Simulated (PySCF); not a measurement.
**Geometry relaxation, with input and output: C₅H₈AlN**

C₅H₈AlN, computed with PBE0-D3(BJ)/ma-def2-SVP geometry optimisation, gas phase (PySCF 2.14.0).

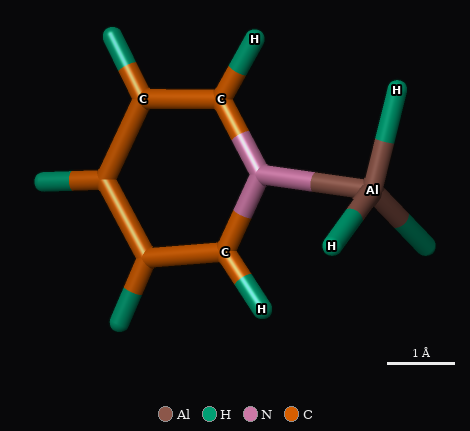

**Figure 1.** The starting structure (stick view, seen at a tilt). Sticks mark near contacts.

Input
```
{"job": {"xc": "PBE0", "basis": "ma-def2-SVP", "d3": "d3bj", "grid": 1, "kind": "geom"}, "charge": 0, "multiplicity": 1}
Al     0.014186    -0.101192     0.074491
H      1.448258    -0.706391    -0.184822
H     -1.189556    -1.105827    -0.103998
H     -0.222938     1.433462    -0.176597
N      0.068541    -0.098191     2.067152
C      0.264299    -1.315457     2.546528
C      0.344953    -1.570098     3.902286
C      0.209094    -0.503160     4.780982
C      0.000710     0.768701     4.269111
C     -0.061451     0.925251     2.894568
H      0.353230    -2.085881     1.789711
H      0.509322    -2.572343     4.264724
H      0.265729    -0.661744     5.847442
H     -0.110670     1.620271     4.921256
H     -0.217872     1.883747     2.419432
```

The first line tells a small driver script what to run in PySCF; the rest is the geometry in Å.

Run on 1 CPU thread, shared host.

Launched with:
```bash
OMP_NUM_THREADS=1 python <driver script> task.json out
```

What the program printed
```
step   0  E = -491.86720352  max force = 0.010629
step   1  E = -491.87165509  max force = 0.005471
step   2  E = -491.87197095  max force = 0.001610
step   3  E = -491.87206955  max force = 0.000941
step   4  E = -491.87207093  max force = 0.000102
optimisation converged
```

Trajectory as extended XYZ (Å, eV, eV/Å), 5 frames, from step=0 to step=4
```
15
Properties=species:S:1:pos:R:3:forces:R:3 step=0 energy=-13384.38835
Al    0.0142   -0.1012    0.0745   -0.0456   0.2645  -0.1800
H     1.4483   -0.7064   -0.1848    0.3716  -0.1578  -0.1863
H    -1.1896   -1.1058   -0.1040   -0.3188  -0.2612  -0.1698
H    -0.2229    1.4335   -0.1766   -0.0813   0.4781  -0.1941
N     0.0685   -0.0982    2.0671   -0.0016  -0.0488  -0.1859
C     0.2643   -1.3155    2.5465    0.0895  -0.5466   0.3646
C     0.3449   -1.5701    3.9023   -0.0206   0.1307   0.0227
C     0.2091   -0.5032    4.7810   -0.0046   0.0266  -0.1828
C     0.0007    0.7687    4.2691    0.0198  -0.1362  -0.0514
C    -0.0614    0.9253    2.8946   -0.0488   0.3725   0.1419
H     0.3532   -2.0859    1.7897    0.0742  -0.4514  -0.0927
H     0.5093   -2.5723    4.2647    0.0670  -0.4546   0.1060
H     0.2657   -0.6617    5.8474    0.0230  -0.0710   0.4745
H    -0.1107    1.6203    4.9213   -0.0508   0.4011   0.2440
H    -0.2179    1.8838    2.4194   -0.0729   0.4540  -0.1110
15
Properties=species:S:1:pos:R:3:forces:R:3 step=1 energy=-13384.50948
Al    0.0007   -0.0219    0.0344    0.0151  -0.1014  -0.0108
H     1.4441   -0.6168   -0.3105    0.1281  -0.0158  -0.0960
H    -1.2189   -1.0213   -0.2301   -0.1252  -0.0526  -0.0944
H    -0.2407    1.5492   -0.1377   -0.0192   0.1172   0.0125
N     0.0810   -0.1824    2.0611    0.0273  -0.1272   0.2813
C     0.2779   -1.3948    2.6008   -0.0222   0.0887  -0.1686
C     0.3501   -1.5933    3.9700    0.0023  -0.0076   0.0288
C     0.2088   -0.4934    4.8130    0.0002   0.0113  -0.0206
C     0.0019    0.7618    4.2514    0.0017  -0.0065   0.0535
C    -0.0541    0.8733    2.8678   -0.0169   0.1163  -0.0663
H     0.3762   -2.2159    1.8884    0.0218  -0.0890  -0.0142
H     0.5147   -2.5938    4.3674    0.0062  -0.0726   0.0067
H     0.2603   -0.6163    5.8955    0.0002  -0.0009   0.0688
H    -0.1148    1.6470    4.8753   -0.0074   0.0712   0.0103
H    -0.2112    1.8302    2.3658   -0.0119   0.0689   0.0090
15
Properties=species:S:1:pos:R:3:forces:R:3 step=2 energy=-13384.51807
Al    0.0068   -0.0507    0.0198   -0.0054   0.0446  -0.0061
H     1.4569   -0.6321   -0.3801   -0.0373   0.0351   0.0369
H    -1.2269   -1.0373   -0.3045    0.0268   0.0453   0.0338
H    -0.2364    1.5394   -0.0993    0.0070  -0.0416  -0.0149
N     0.0844   -0.1873    2.0719    0.0113  -0.0828   0.0095
C     0.2801   -1.3971    2.6146   -0.0029   0.0276   0.0478
C     0.3461   -1.5871    3.9892    0.0027  -0.0197  -0.0253
C     0.2032   -0.4800    4.8247    0.0001   0.0048   0.0298
C    -0.0002    0.7748    4.2556   -0.0011   0.0063  -0.0116
C    -0.0537    0.8794    2.8696    0.0040  -0.0346  -0.0500
H     0.3857   -2.2311    1.9131   -0.0056   0.0433   0.0232
H     0.5072   -2.5893    4.3918   -0.0053   0.0328  -0.0087
H     0.2507   -0.5957    5.9112   -0.0028   0.0033  -0.0369
H    -0.1169    1.6689    4.8715    0.0034  -0.0289  -0.0162
H    -0.2109    1.8371    2.3646    0.0052  -0.0356  -0.0111
15
Properties=species:S:1:pos:R:3:forces:R:3 step=3 energy=-13384.52076
Al    0.0081   -0.0314    0.0242    0.0037  -0.0197  -0.0006
H     1.4599   -0.6002   -0.3738   -0.0086   0.0061   0.0008
H    -1.2316   -1.0042   -0.3023    0.0065   0.0096  -0.0005
H    -0.2330    1.5569   -0.0822    0.0024  -0.0069   0.0051
N     0.0883   -0.2072    2.0703   -0.0054   0.0287  -0.0484
C     0.2827   -1.4123    2.6198    0.0025  -0.0100   0.0274
C     0.3450   -1.5940    3.9950   -0.0019   0.0113  -0.0123
C     0.1996   -0.4815    4.8230    0.0004  -0.0038  -0.0009
C    -0.0022    0.7694    4.2453    0.0004  -0.0044  -0.0123
C    -0.0520    0.8645    2.8587    0.0028  -0.0173   0.0386
H     0.3904   -2.2484    1.9230   -0.0015   0.0049   0.0025
H     0.5048   -2.5928    4.4039    0.0002   0.0022   0.0041
H     0.2441   -0.5905    5.9093   -0.0013   0.0016  -0.0003
H    -0.1203    1.6665    4.8550   -0.0007  -0.0014   0.0006
H    -0.2079    1.8164    2.3442    0.0006  -0.0010  -0.0038
15
Properties=species:S:1:pos:R:3:forces:R:3 step=4 energy=-13384.52080
Al    0.0135   -0.0338    0.0233    0.0010  -0.0007   0.0028
H     1.4644   -0.6027   -0.3734    0.0031  -0.0012  -0.0005
H    -1.2268   -1.0030   -0.3058   -0.0030  -0.0007  -0.0021
H    -0.2250    1.5546   -0.0812    0.0008   0.0009   0.0004
N     0.0895   -0.2070    2.0690    0.0007  -0.0029   0.0048
C     0.2829   -1.4118    2.6209   -0.0006   0.0022  -0.0050
C     0.3426   -1.5927    3.9960    0.0001  -0.0017   0.0042
C     0.1951   -0.4806    4.8237    0.0001   0.0008  -0.0033
C    -0.0059    0.7696    4.2447    0.0004  -0.0012   0.0043
C    -0.0526    0.8640    2.8583   -0.0013   0.0049  -0.0052
H     0.3919   -2.2484    1.9251    0.0003   0.0009   0.0007
H     0.5021   -2.5912    4.4059   -0.0005   0.0017  -0.0004
H     0.2373   -0.5890    5.9102   -0.0011   0.0003  -0.0005
H    -0.1258    1.6671    4.8537   -0.0005  -0.0009  -0.0017
H    -0.2073    1.8159    2.3432    0.0006  -0.0024   0.0014
```

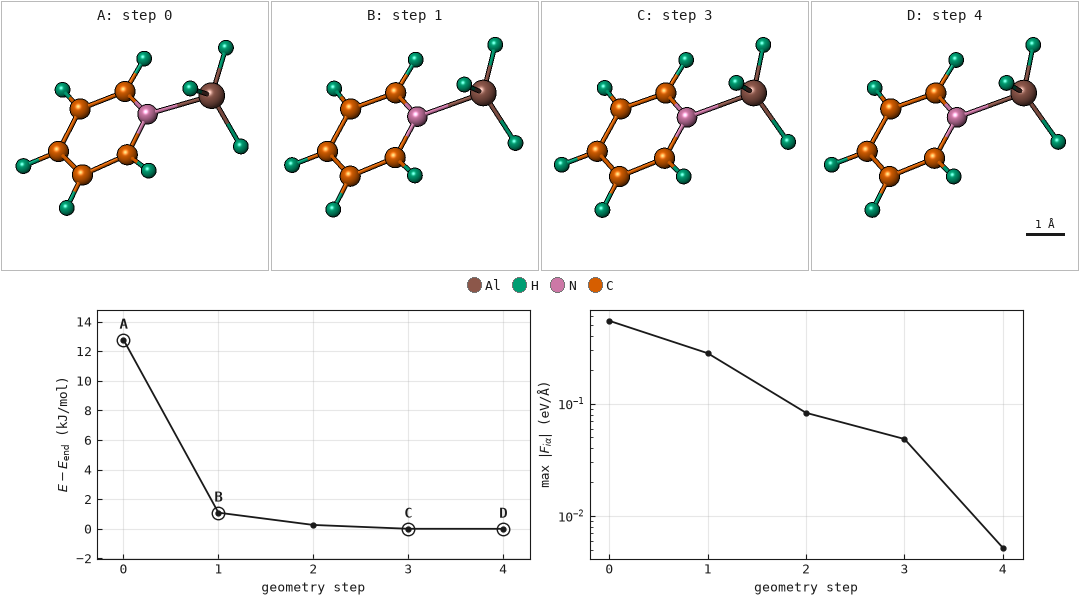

**Figure 2.** Frames of the relaxation (ball-and-stick view, seen at a tilt) above the curves, on which the letters mark them (steps are counted from 0).

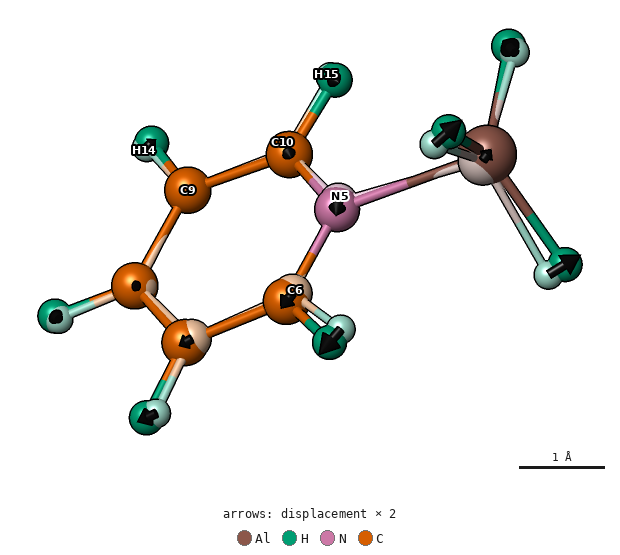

**Figure 3.** Start (faint) and end (solid) with the displacements as black arrows, magnified 2 times (ball-and-stick view, seen at a tilt). The two geometries are laid on each other by the best rigid fit. The largest moves after the best rigid fit, 0.23 Å, are those of H2 and H3. Largest moves by element: H 0.23 Å, C 0.12 Å, N 0.11 Å, Al 0.09 Å. Among the contacts that change: Al1–N5 1.993 → 2.055 Å, Al1–H4 1.573 → 1.610 Å, Al1–H2 1.578 → 1.608 Å, N5–C10 1.322 → 1.338 Å. Among the angles that change: Al1–N5–C6 111.4° → 119.4°, Al1–N5–C10 128.6° → 121.1°, H3–Al1–N5 97.7° → 100.5°. The energy falls by 12.8 kJ/mol in 4 geometry steps. Largest force component: 0.55 eV/Å at the start, 0.0052 eV/Å at the end. (Atoms are counted from 1 in the order of the input.)

Key numbers

- outcome: converged
- total energy: −491.872071 hartree
- dipole moment: 7.32 D
- point group: Cs
- wall time: 54 s
- peak memory: 0.71 GiB
